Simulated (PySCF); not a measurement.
Molecule: Ga(Cl)(SeH)2, SMILES [Cl][Ga]([SeH])[SeH]. Atoms near the plane z = 1.2 Å, at the PBE0/def2-SVP optimised geometry (x, y, z in Å): Ga1 (-0.4, 0.4, 0.0), Cl2 (-2.4, 1.3, 0.0), Se3 (-0.3, -1.9, 0.0), H4 (1.2, -1.9, 0.0), Se5 (1.4, 1.9, 0.0), H6 (2.4, 0.8, 0.0).

Calculation: PySCF with PBE0/def2-TZVP. The values are rescaled to run from 0 to 1.

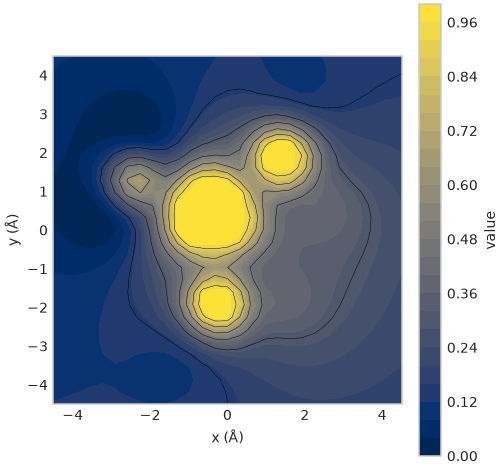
Fig. 1. a field on the plane z = 1.2 Å.

Problem. Which quantity is mapped?
A. electrostatic potential
B. deformation density (molecule minus spherical neutral atoms)
C. Laplacian of the electron density
D. log10 of the electron density

Solution. A, electrostatic potential. In full: electrostatic potential (hartree/e), clipped to [-0.08, 0.12].
